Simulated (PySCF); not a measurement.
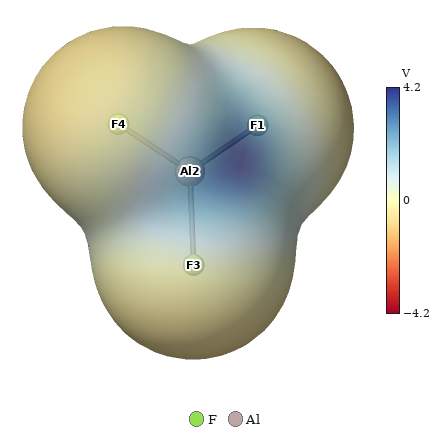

Figure. AlF3, SMILES `F[Al](F)F`. Electrostatic potential on the surface of electron density 0.001 a.u.

PySCF calculation, PBE/def2-TZVP, gas phase; geometry: GFN2-xTB. No frequency check shows the geometry to be a minimum.

Cartesian coordinates (Å):

```
F1      -1.0552   -1.2441    0.0000
Al2      0.0000    0.0000    0.0000
F3      -0.5498    1.5359    0.0000
F4       1.6050   -0.2918    0.0000
```

### Where are the extremes of the potential on the surface?

Highest: 4.15 V, off the molecular plane, over Al2 (1.7 Å), and at like points elsewhere. Lowest: −0.70 V, 1.6 Å from F1, and at like points elsewhere. The surface is sampled at points, so like sites can differ by a few per cent and only the strongest of them is named.

### What volume does the surface enclose, and what is the dipole moment?

About 68 Å³; the dipole moment is 0.0 D.

Cost of the run: 7.4 s on 1 thread of Intel(R) Xeon(R) CPU @ 2.60GHz (Ice Lake), with other jobs on the host, peak memory 0.42 GiB.
